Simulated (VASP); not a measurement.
Band structure of Se (trig). Computed with HSE06 screened hybrid, VASP's PBE PAW potentials (set 64) (plane waves; VASP 6.6.1).

Without a dispersion term in the relaxation, distances and binding between the weakly bound layers, chains or molecules are unreliable, and so is what depends on them.

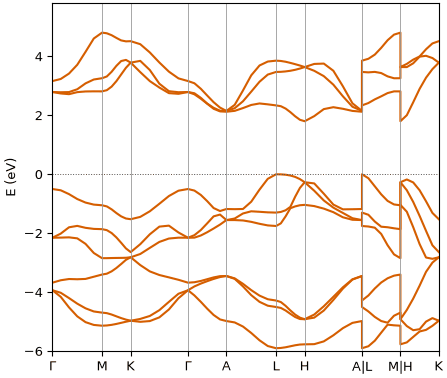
Figure: Bands along high-symmetry lines, zero at the valence-band maximum or, without a gap, the Fermi level

Read the plot: is there a gap, and where are the band edges?

The gap is indirect, 1.80 eV, from the valence maximum at L to the conduction minimum at H.

The compound is Se in the trig structure. It was relaxed first, which changed the volume by +9 %. The cell's shape comes from a PBE relaxation.
